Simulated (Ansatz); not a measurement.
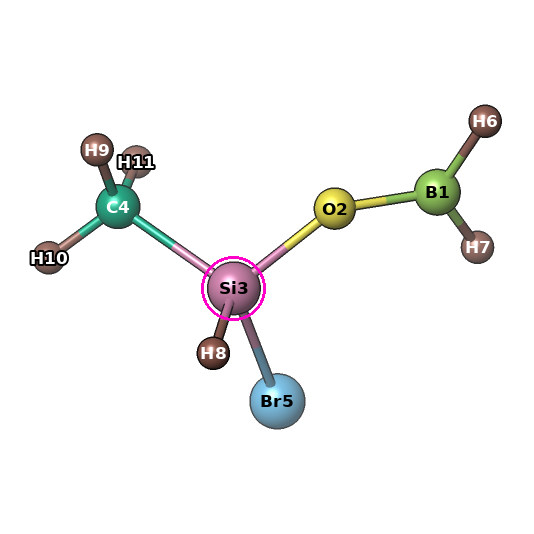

Atoms fade into the background with distance from the viewer. Circles mark the stereogenic atoms. Computed geometry: PBE0-D4/def2-TZVP optimisation. No frequency run is at hand to confirm it as a minimum.

Question: Assign CIP descriptors.

Answer: Si3: R (priorities Br5 > O2 > C4 > H8).

Question: Give a SMILES with the stereochemistry.

Answer: BO[Si@@H](C)Br
